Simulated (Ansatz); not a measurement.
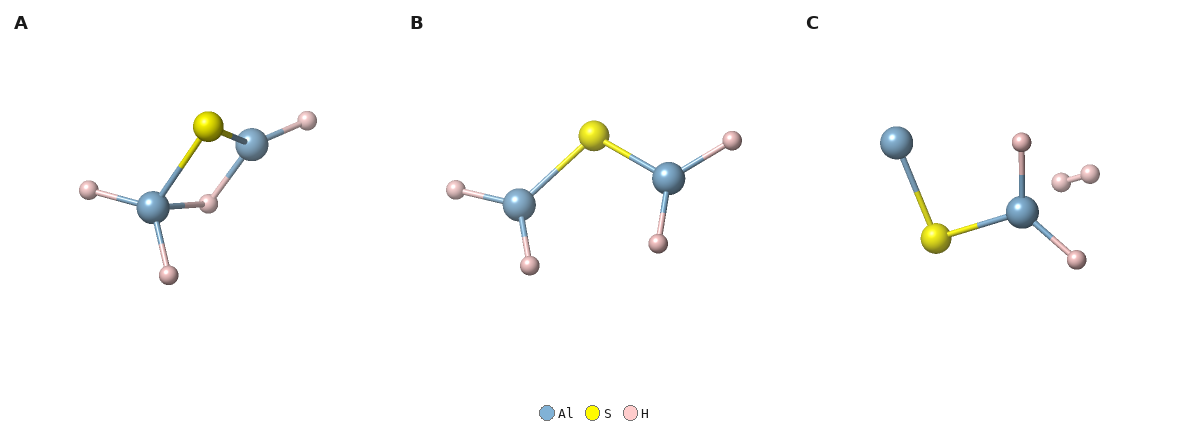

3 stationary structures of one formula. Geometries: PBE0-D4/def2-TZVP. Electronic energies: r2SCAN-D4/def2-TZVPP (Ansatz 0.2.0), without zero-point energy. No frequency run is at hand to confirm each as a minimum. Each is one conformer, not always the lowest.

### Rank them by energy, lowest first.

A is lowest (Cs); B lies 0.200 eV above it (C2v), C lies 1.118 eV above it (C1).
